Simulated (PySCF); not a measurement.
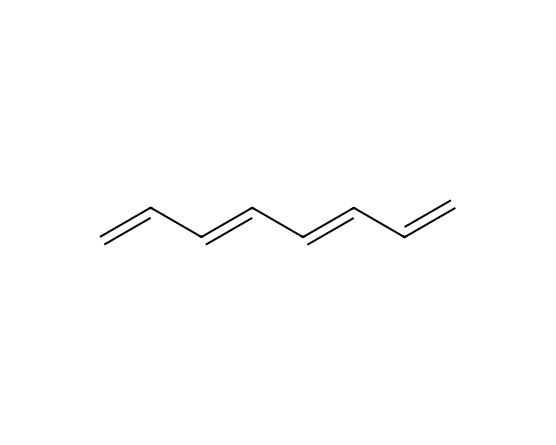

The computed structure is the end point of a GFN2-xTB optimisation. No frequency run is at hand to confirm it as a minimum. Level of theory: ωB97X-D/def2-SVPD, gas phase (PySCF 2.14.0). Excitations: vertical, linear response.

Question: Estimate the dipole moment.

Answer: 0.00 D.

Question: Estimate the lowest vertical singlet excitation.

Answer: 4.31 eV.

Question: Give the HOMO energy (Kohn–Sham orbital) at this level.

Answer: −7.50 eV.

Question: Give the HOMO–LUMO gap at this level.

Answer: 7.32 eV.
